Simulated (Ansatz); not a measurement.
**C3H11FSi2 (SMILES CC(C)(F)[SiH2][SiH3]): density, localisation and related maps**

Input

```
crystal:
  periodic: [false, false, false]
  atoms:
    - { symbol: C, position_ang: [-1.2731, -1.1255, -0.2199] }
    - { symbol: C, position_ang: [-0.0205, -0.6501, 0.4438] }
    - { symbol: C, position_ang: [0.8004, -1.8852, 0.7345] }
    - { symbol: F, position_ang: [-0.286, -0.0946, 1.6531] }
    - { symbol: Si, position_ang: [0.9393, 0.6812, -0.5122] }
    - { symbol: Si, position_ang: [-0.2447, 2.6756, -0.4299] }
    - { symbol: H, position_ang: [-1.8239, -1.8107, 0.3927] }
    - { symbol: H, position_ang: [-1.1047, -1.5116, -1.2222] }
    - { symbol: H, position_ang: [-2.0032, -0.2186, -0.3162] }
    - { symbol: H, position_ang: [1.1525, -2.3993, -0.1423] }
    - { symbol: H, position_ang: [1.7187, -1.6205, 1.3431] }
    - { symbol: H, position_ang: [0.2904, -2.5887, 1.3826] }
    - { symbol: H, position_ang: [2.2436, 0.9015, 0.0847] }
    - { symbol: H, position_ang: [1.1154, 0.2596, -1.8878] }
    - { symbol: H, position_ang: [-1.603, 2.4483, -1.0032] }
    - { symbol: H, position_ang: [0.4535, 3.7347, -1.2191] }
    - { symbol: H, position_ang: [-0.3736, 3.2033, 0.9587] }
basis:
  gaussian: { orbitals: "6-31G*" }
hamiltonian:
  xc: b3lyp
  dispersion: d4
relax:
  f_tol: 0.015
  max_steps: 40
output:
  orbitals: {}
```

Run with:

```sh
ansatz run input.yaml --threads 2 --pin off --max-ram 3072MiB --backend cpu --events-out ev --progress --plain --runs-dir out
```

The fields are those of the relaxed geometry.

Computed with Ansatz 0.2.0, RKS B3LYP-D4/6-31G*.

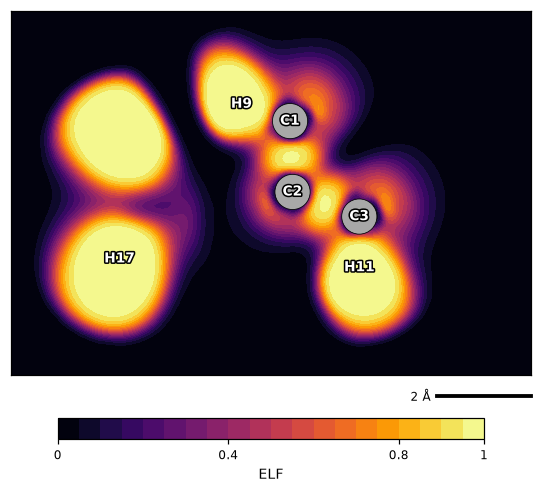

Figure 1. Electron localisation function on the plane of atoms C2, C3 and H11. Grey discs cover the atomic cores.

Read the bonding off the picture.

Answer. The section cuts through C and H sites.
C–C (1.52 Å): the ELF peaks at about 0.95 between the atoms: a shared electron pair.
C–H (1.09 Å): the ELF climbs to about 1 towards the hydrogen, as it does in any bond to H (an ordinary covalent bond to hydrogen).

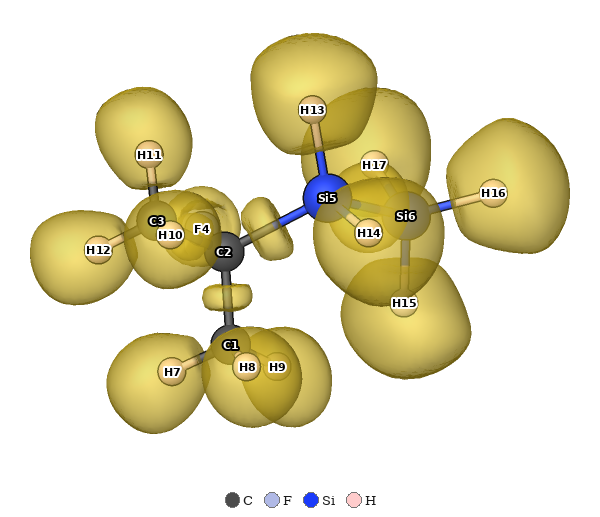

Figure 2. Isosurface of the electron localisation function at 0.85 (yellow), seen at a tilt. Only the valence region is drawn (cores and ρ < 0.01 e/Å³ removed).

Identify the bonds, lone pairs and shells in this picture.

Answer. The surface consists of two regions between bonded C–C atoms (shared pairs), one region between bonded C–Si atoms (shared pairs), one region between bonded Si–Si atoms (shared pairs), eleven regions around hydrogen nuclei and one region wrapped around F (its lone pairs, merged into a ring or cap). Along the contacts the grid gives the following. C–F (1.43 Å): the ELF peaks at about 0.80 between the atoms: a polar covalent bond.

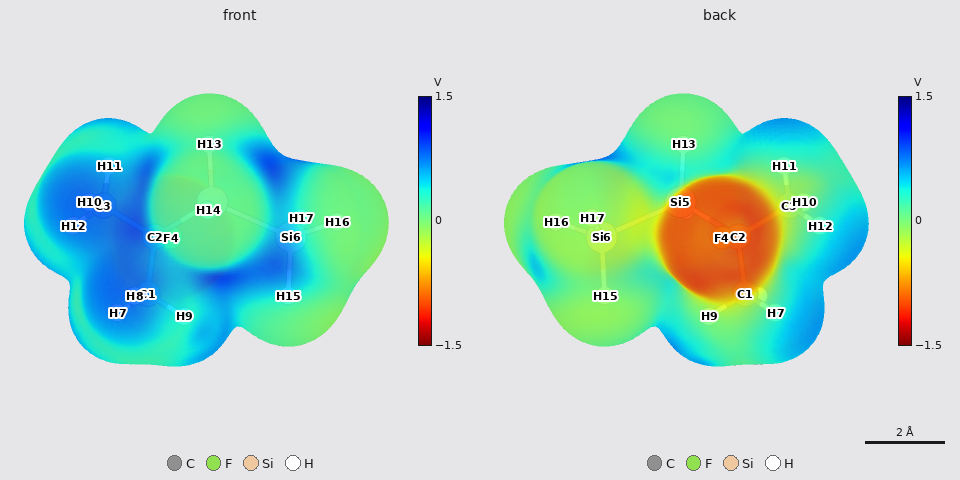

Figure 3. The molecular electrostatic potential painted on the density surface at 0.002 e/bohr³, seen from the front and from behind; the colour scale runs from red (negative) to blue (positive).

Where is the surface potential most negative and most positive?

Answer. The most negative region (about −1.0 V) lies over F4, the most positive (about +0.9 V) over the C, H and Si atoms.
